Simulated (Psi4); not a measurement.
# GeF2 (SMILES [F][Ge][F]): TPSS/def2-TZVPP

Aim: the energy change on altering one bond length of GeF2 at TPSS/def2-TZVPP, from 2 runs. 

The results are computed with Psi4 1.11.

2 further runs of the same task are left out: 2 set aside as unsound or not needed.

**1. The molecule**

GeF2: 3 atoms, total charge 0, spin state singlet. As SMILES, `[F][Ge][F]`. The shape is that of a PBE0-D4/def2-TZVP optimisation.

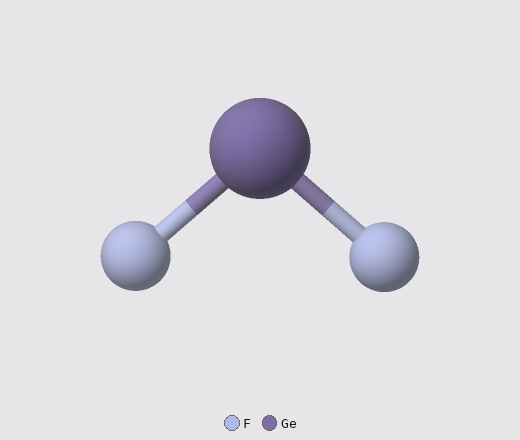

The structure, seen from a chosen angle (fluorine light blue, germanium purple).

**2. Energy and forces at TPSS/def2-TZVPP**

Contents of f2ge.in:

```
memory 1.6 GB

molecule {
  0 1
  F     -0.675900    -1.101800    -0.497500
  Ge     0.637500    -0.295200     0.320200
  F      0.027600     1.332100     0.164100
  symmetry c1
  no_reorient
  no_com
}

set {
  basis                def2-TZVPP
  puream               true
  e_convergence        1e-09
  d_convergence        1e-08
  scf_type             pk
  dft_radial_points    99
  dft_spherical_points 590
}

energy_value, wavefunction = gradient("tpss", return_wfn=True)
oeprop(wavefunction, "LOWDIN_CHARGES", "MULLIKEN_CHARGES", "MAYER_INDICES", title="TPSS")
```

Command:

```sh
$ psi4 -i f2ge.in -o f2ge.out -n 1
```

f2ge.out:

```text
[...]
  Running in c1 symmetry.
[...]
  Nuclear repulsion =  191.062717603408316
[...]
  Multiplicity = 1
[...]
  Nalpha       = 25
  Nbeta        = 25
[...]
    Number of basis functions: 110
[...]
   @RKS iter   1: -2275.47552591949716   -2.04209e+00   2.74470e-02 ADIIS/DIIS
[...]
   @RKS iter  12: -2276.84465981763606   -1.36424e-12   1.40822e-09 DIIS
[...]
  @RKS Final Energy: -2276.84465981763606
   => Energetics <=
    Nuclear Repulsion Energy =            191.0627176034083163
    One-Electron Energy =               -3554.1315167606089744
    Two-Electron Energy =                1186.1997978321871869
    DFT Exchange-Correlation Energy =     -99.9756584926225003
    Empirical Dispersion Energy =           0.0000000000000000
    VV10 Nonlocal Energy =                  0.0000000000000000
    Total Energy =                      -2276.8446598176360567
[...]
 Multipole Moments:
 ------------------------------------------------------------------------------------
     Multipole            Electronic (a.u.)      Nuclear  (a.u.)        Total (a.u.)
 ------------------------------------------------------------------------------------
 L = 1.  Multiply by 2.5417464519 to convert [e a0] to [Debye]
 Dipole X            :        -26.7797539           27.5244279            0.7446741
 Dipole Y            :         13.6164227          -13.9342735           -0.3178508
 Dipole Z            :        -13.3155460           13.6925776            0.3770316
 Magnitude           :                                                    0.8931525
[...]
  -Total Gradient:
     Atom            X                  Y                   Z
    ------   -----------------  -----------------  -----------------
       1        0.007004081252     0.004714115775     0.004406717855
       2       -0.010131775858     0.004302121408    -0.005132267207
       3        0.003030440613    -0.008974584457     0.000676325088
[...]
  Mulliken Charges: (a.u.)
   Center  Symbol    Alpha    Beta     Spin     Total
       1     F     4.66944  4.66944  0.00000 -0.33888
       2    GE    15.66110 15.66110  0.00000  0.67779
       3     F     4.66946  4.66946  0.00000 -0.33892
   Total alpha = 25.00000, Total beta = 25.00000, Total charge =  0.00000
  Lowdin Charges: (a.u.)
   Center  Symbol    Alpha    Beta     Spin     Total
       1     F     4.57824  4.57824  0.00000 -0.15648
       2    GE    15.84350 15.84350  0.00000  0.31300
       3     F     4.57826  4.57826  0.00000 -0.15652
[...]
```

It took 37 s on 1 thread of Intel Xeon Platinum 8488C (Sapphire Rapids), shared host; peak memory 0.55 GiB.

**3. The distorted shape, same level**

Contents of run.py:

```python
import psi4

psi4.set_memory(1600000000)
psi4.set_num_threads(1)
psi4.set_output_file('run.log', False)

geom = psi4.geometry("""
0 1
F     -0.872912    -1.222792    -0.620157
Ge     0.637500    -0.295200     0.320200
F      0.027600     1.332100     0.164100
units angstrom
symmetry c1
no_reorient
no_com
""")

options = {'basis': 'def2-TZVPP', 'reference': 'rks', 'puream': True, 'e_convergence': 1e-09, 'd_convergence': 1e-08, 'scf_type': 'pk', 'dft_radial_points': 99, 'dft_spherical_points': 590}
psi4.set_options(options)

result, w = psi4.gradient('tpss', return_wfn=True)
psi4.oeprop(w, 'MULLIKEN_CHARGES', 'MAYER_INDICES', 'WIBERG_LOWDIN_INDICES')
print('gradient / Eh bohr^-1')
print(result.np.round(6))
print(f'energy = {w.energy():.10f} Eh')
```

Command:

```sh
$ python run.py
```

run.log:

```text
[...]
  Running in c1 symmetry.
[...]
  Nuclear repulsion =  178.498649610098312
[...]
  Multiplicity = 1
[...]
  Nalpha       = 25
  Nbeta        = 25
[...]
    Number of basis functions: 110
[...]
   @RKS iter   1: -2275.48439994816226   -2.24841e+00   2.72578e-02 ADIIS/DIIS
[...]
   @RKS iter  12: -2276.82794581945518   -3.63798e-12   7.60425e-09 DIIS
[...]
    Orbital Energies [Eh]
    ---------------------
    Doubly Occupied:
       1A   -397.792286     2A    -49.364083     3A    -43.903564
       4A    -43.901700     5A    -43.900443     6A    -24.410397
       7A    -24.353155     8A     -6.099375     9A     -4.291595
      10A     -4.285717    11A     -4.282612    12A     -1.177819
      13A     -1.163675    14A     -1.163321    15A     -1.161058
      16A     -1.156325    17A     -1.083401    18A     -1.016190
      19A     -0.502049    20A     -0.387379    21A     -0.383269
      22A     -0.373678    23A     -0.311095    24A     -0.306888
      25A     -0.291744
[...]
  @RKS Final Energy: -2276.82794581945518
   => Energetics <=
    Nuclear Repulsion Energy =            178.4986496100983118
    One-Electron Energy =               -3528.7438758400780898
    Two-Electron Energy =                1173.3216701479245785
    DFT Exchange-Correlation Energy =     -99.9043897373997822
    Empirical Dispersion Energy =           0.0000000000000000
    VV10 Nonlocal Energy =                  0.0000000000000000
    Total Energy =                      -2276.8279458194551808
[...]
 Multipole Moments:
 ------------------------------------------------------------------------------------
     Multipole            Electronic (a.u.)      Nuclear  (a.u.)        Total (a.u.)
 ------------------------------------------------------------------------------------
 L = 1.  Multiply by 2.5417464519 to convert [e a0] to [Debye]
 Dipole X            :        -22.9968742           24.1737394            1.1768652
 Dipole Y            :         15.9686977          -15.9920492           -0.0233516
 Dipole Z            :        -10.9571297           11.6064843            0.6493546
 Magnitude           :                                                    1.3443282
[...]
  -Total Gradient:
     Atom            X                  Y                   Z
    ------   -----------------  -----------------  -----------------
       1       -0.045182727382    -0.027199751908    -0.028068745439
       2        0.044564973376     0.030350782608     0.028078499599
       3        0.000611138035    -0.002979357184     0.000005757150
[...]
  Mulliken Charges: (a.u.)
   Center  Symbol    Alpha    Beta     Spin     Total
       1     F     4.73274  4.73274  0.00000 -0.46549
       2    GE    15.60642 15.60642  0.00000  0.78716
       3     F     4.66084  4.66084  0.00000 -0.32168
   Total alpha = 25.00000, Total beta = 25.00000, Total charge =  0.00000
  Mayer Bond Indices:
[...]
```

On the terminal:

```text
gradient / Eh bohr^-1
[[-4.5183e-02 -2.7200e-02 -2.8069e-02]
 [ 4.4565e-02  3.0351e-02  2.8078e-02]
 [ 6.1100e-04 -2.9790e-03  6.0000e-06]]
energy = -2276.8279458195 Eh
```

It took 38 s on 1 thread of Intel Xeon Platinum 8488C (Sapphire Rapids), shared host; peak memory 0.56 GiB.

**4. Summary of results**

At TPSS/def2-TZVPP:

| quantity | value |
| --- | --- |
| first shape: total energy | -2276.84466 Eh |
| first shape: dipole moment | 2.27 D |
| first shape: HOMO energy | -7.72 eV |
| first shape: LUMO energy | -3.28 eV |
| first shape: HOMO–LUMO gap | 4.44 eV |
| first shape: largest force on an atom | 0.625 eV/Å |
| distorted shape: total energy | -2276.82795 Eh |
| distorted shape: dipole moment | 3.42 D |
| distorted shape: HOMO energy | -7.94 eV |
| distorted shape: LUMO energy | -3.79 eV |
| distorted shape: HOMO–LUMO gap | 4.14 eV |
| distorted shape: largest force on an atom | 3.126 eV/Å |
| energy change with the F1–Ge2 bond stretched from 1.745 to 2.007 Å | 0.455 eV |

With the F1–Ge2 bond stretched from 1.745 to 2.007 Å the energy rises by 0.45 eV (43.9 kJ/mol). The first shape isn't relaxed at this level, so the change isn't measured from a minimum. The largest force (first shape) is 0.62 eV/Å: the shape isn't a stationary point for this species at this level.
